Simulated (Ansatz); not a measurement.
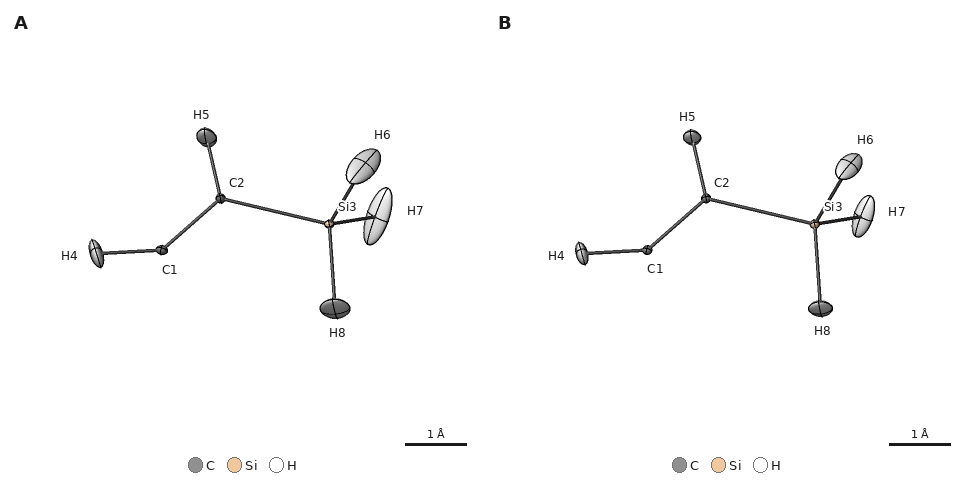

Displacement ellipsoids at the 50 % level, scaled by 0.7, from the internal vibrations of the free molecule (harmonic, no overall translation or rotation; no half-axis is drawn under 0.075 Å). Charge 0, doublet. Vibrations computed with UKS PBE0-D4/def2-TZVP (Ansatz 0.2.0). One panel is for 298 K, the other for 600 K.

Which panel is for 600 K?

A.

How much does the mean-square displacement of H6 grow, and why?

U_eq goes from 0.0503 to 0.0893 Å², a factor of 1.8. Modes below kT (417 cm⁻¹ at 600 K) grow about in proportion to T, and the lowest lies at 123 cm⁻¹; the mean-square amplitude of a mode is its zero-point value times coth(ħω/2kT), which comes close to 1 only above about 3kT.
